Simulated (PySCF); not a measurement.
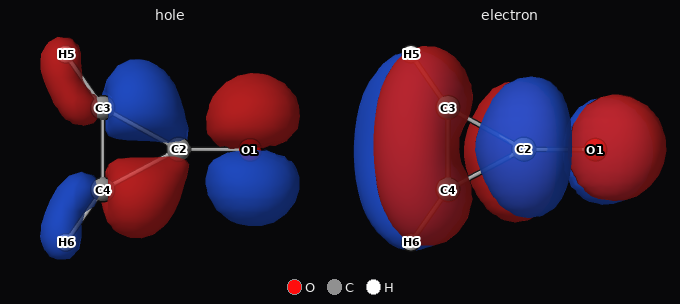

*C3H2O, SMILES `O=C1C=C1`. Leading natural transition orbital pair of S₂ (full linear response singlet states); the surfaces enclose about 85 % of each orbital's density.*

PySCF calculation, BHandHLYP/aug-cc-pVDZ, gas phase; geometry: GFN2-xTB. No frequency check shows the geometry to be a minimum.

Give its energy, strength and character.

Answer. 5.83 eV (213 nm), f = 0.000 (dark), σ or n → π*; the leading pair carries 99 %; hole on O1 (54 %), C2 (14 %) and C3 and C4 (13 % each), electron on C2 (40 %), O1 (26 %) and C3 and C4 (14 % each); their centroids lie 0.5 Å apart. In canonical orbitals it is mainly HOMO → LUMO+4 (45 %). The HOMO–LUMO gap is 8.20 eV.
